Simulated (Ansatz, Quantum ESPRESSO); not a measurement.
# CsH (Pm-3m): a worked LO-TO splitting

Wanted: the LO mode of CsH (Pm-3m) from the TO mode and the field response.

Main program and level: Quantum ESPRESSO 7.5; DFT LDA, scalar-relativistic, plane waves, PseudoDojo norm-conserving pseudopotentials.

## Step 1: The relaxed structure

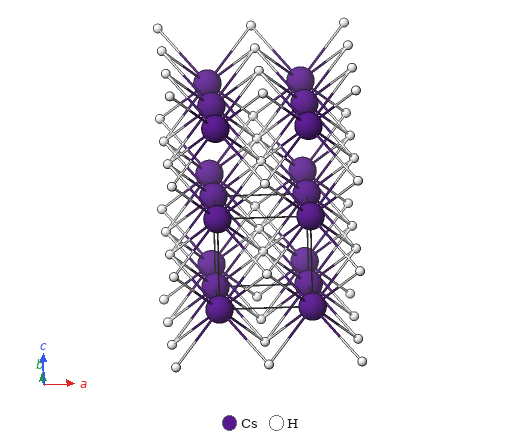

Start, viewed slightly off an axis; caesium purple, hydrogen white. 1×2×2 cells are drawn. Some periodic images of atoms are drawn too.

Coordinates:

```
Cs H
1.0
     3.63655    0.00000    0.00000
     0.00000    3.63655    0.00000
     0.00000    0.00000    3.63655
Cs H
1 1
Direct
  0.00000 0.00000 0.00000
  0.50000 0.50000 0.50000
```

This is the cell after its relaxation at this level of theory, not the database cell from which that began.

## Step 2: What the response run gave

A linear-response run on the relaxed cell, with the response to an electric field; only its zone-centre results are used. Cutoff 74 Ry, k mesh 6×6×6.

Log:

```text
[banners, grids, parts of the stress and lines that vanish by symmetry left out]
Program PHONON v.7.5
     Reading xml data from directory:

[...]
Exchange-correlation= PW
                           (   1   4   0   0   0   0   0)
[...]
kinetic-energy cut-off    =      74.0000  Ry
     charge density cut-off    =     296.0000  Ry
     convergence threshold     =      1.0E-18
[...]
Exchange-correlation= PW
                           (   1   4   0   0   0   0   0)
[...]
q = (   0.0000000   0.0000000   0.0000000 )
     49 Sym.Ops. (with q -> -q+G )
     G cutoff =  354.0870  (  28017 G-vectors)     FFT grid: ( 40, 40, 40)
     number of k points=    20
[...]
Mode symmetry, O_h (m-3m)  point group:
[...]
Dielectric constant
[...]
End of electric fields calculation
          Dielectric constant in cartesian axis
          (       4.251847388       0.000000000       0.000000000 )
          (       0.000000000       4.251847388       0.000000000 )
          (       0.000000000       0.000000000       4.251847388 )
          Effective charges (d Force / dE) in cartesian axis without acoustic sum rule applied (asr)
           atom    1  Cs    Mean Z*:        1.17112
      Ex  (        1.17112        0.00000        0.00000 )
      Ey  (        0.00000        1.17112        0.00000 )
      Ez  (        0.00000        0.00000        1.17112 )
           atom    2  H     Mean Z*:       -1.17596
      Ex  (       -1.17596        0.00000        0.00000 )
      Ey  (        0.00000       -1.17596        0.00000 )
      Ez  (        0.00000        0.00000       -1.17596 )
          Effective charges Sum: Mean:       -0.00484
[...]
Effective charges (d Force / dE) in cartesian axis with asr applied:
           atom    1  Cs    Mean Z*:        1.17354
[...]
atom    2  H     Mean Z*:       -1.17354
[...]
Representation #   1 modes #   1   2   3
[...]
End of self-consistent calculation
     Convergence has been achieved
     Representation #   2 modes #   4   5   6
[...]
End of self-consistent calculation
     Convergence has been achieved
[...]
Dielectric constant in cartesian axis
          (       4.251847388       0.000000000       0.000000000 )
          (       0.000000000       4.251847388       0.000000000 )
          (       0.000000000       0.000000000       4.251847388 )
          Effective charges (d Force / dE) in cartesian axis without acoustic sum rule applied (asr)
           atom    1  Cs    Mean Z*:        1.17112
      Ex  (        1.17112        0.00000        0.00000 )
      Ey  (        0.00000        1.17112        0.00000 )
      Ez  (        0.00000        0.00000        1.17112 )
           atom    2  H     Mean Z*:       -1.17596
      Ex  (       -1.17596        0.00000        0.00000 )
      Ey  (        0.00000       -1.17596        0.00000 )
      Ez  (        0.00000        0.00000       -1.17596 )
          Effective charges Sum: Mean:       -0.00484
[...]
Effective charges (d Force / dE) in cartesian axis with asr applied:
           atom    1  Cs    Mean Z*:        1.17354
[...]
atom    2  H     Mean Z*:       -1.17354
[...]
q = (    0.000000000   0.000000000   0.000000000 )
[...]
freq (    1) =       0.016762 [THz] =       0.559121 [cm-1]
     freq (    2) =       0.016762 [THz] =       0.559121 [cm-1]
     freq (    3) =       0.016762 [THz] =       0.559121 [cm-1]
     freq (    4) =      12.460939 [THz] =     415.652199 [cm-1]
     freq (    5) =      12.460939 [THz] =     415.652199 [cm-1]
     freq (    6) =      12.460939 [THz] =     415.652199 [cm-1]
[...]
Mode symmetry, O_h (m-3m)  point group:
     freq (   1-   3) =          0.6  [cm-1]   --> T_1u G_15  G_4- I
     freq (   4-   6) =        415.7  [cm-1]   --> T_1u G_15  G_4- I

   JOB DONE.
```

| quantity | value |
| --- | --- |
| cell volume Ω (Å³) | 48.092 |
| mass of Cs (u) | 132.905 |
| mass of H (u) | 1.008 |
| Born charge of Cs, raw (e) | 1.171 |
| Born charge of H, raw (e) | -1.176 |
| ε∞ | 4.252 |
| ω(TO) after the sum rule (cm⁻¹) | 415.6 |

## Step 3: The calculation

The charges must sum to zero over the cell; taking off their mean, -0.002 e, leaves Z* = 1.174 e on Cs. In the polar mode Cs moves against H, so the reduced mass is μ = 132.91 × 1.01 / 133.91 = 1.000 u.

A longitudinal wave builds up a field that adds to the restoring force: ω(LO)² = ω(TO)² + 4π Z*² / (μ Ω ε∞), in Hartree atomic units. With μ = 1824 electron masses and Ω = 324.54 bohr³ the second term is 6.8776e-06 Ha², or 331286 cm⁻² (1 Ha = 219474.6 cm⁻¹).

So ω(LO) = √(172757 + 331286) = 710.0 cm⁻¹, and by the Lyddane-Sachs-Teller relation ε₀ = ε∞ (ω(LO)/ω(TO))² = 12.41.

## Step 4: Check against the program

The analysis program adds the same non-analytic term to the full matrix, here for q along (1 0 0).

Log:

```text
[banner, memory and clock lines left out]
Program DYNMAT v.7.5

     Reading Dynamical Matrix from file g.dyn
     ...Force constants read
     ...epsilon and Z* read

     Polarizability (A^3 units)
     multiply by 0.479858 for Clausius-Mossotti correction
        12.444880    0.000000    0.000000
         0.000000   12.444880    0.000000
         0.000000    0.000000   12.444880

     IR activities are in (D/A)^2/amu units

# mode   [cm-1]    [THz]      IR
    1     -0.00   -0.0000    0.0000
    2     -0.00   -0.0000    0.0000
    3      0.00    0.0000    0.0000
    4    415.64   12.4606   31.7604
    5    415.64   12.4606   31.7604
    6    709.95   21.2839   31.7604
```

ε₀ comes from the program's run without a direction of q.

| quantity | by hand | program |
| --- | --- | --- |
| ω(LO) (cm⁻¹) | 710.0 | 710.0 |
| ε₀ | 12.41 | 12.41 |

## Step 5: Results

```
TO mode                    : 415.6 cm⁻¹
LO mode                    : 710.0 cm⁻¹
static dielectric constant : 12.41
```

The LO mode of CsH (Pm-3m) lies at 710 cm⁻¹, 294 cm⁻¹ above the TO mode; the formula meets the program within 0.1 cm⁻¹, as it must for a cubic crystal with one polar mode. ω(LO)² − ω(TO)² goes with Z*²/ε∞: an error of 5 % in ε∞ would move the LO mode by 11.2 cm⁻¹, and semilocal functionals tend to overestimate ε∞. These are harmonic values at zero temperature, at the volume of this functional, for the structure held cubic; stability elsewhere in the zone is no part of this calculation.

[Host names and launcher messages were left out of these logs when they were recorded.]

[Logs are printed without paths, hosts, clocks, repeated set-up lines and the standing remarks that a program may print on its own settings, such as how far it seeks lower states.]

[Hosts, paths, dates, database ids (printed as entryN), source tags and the programs' standing remarks are cut or masked in the printed files.]
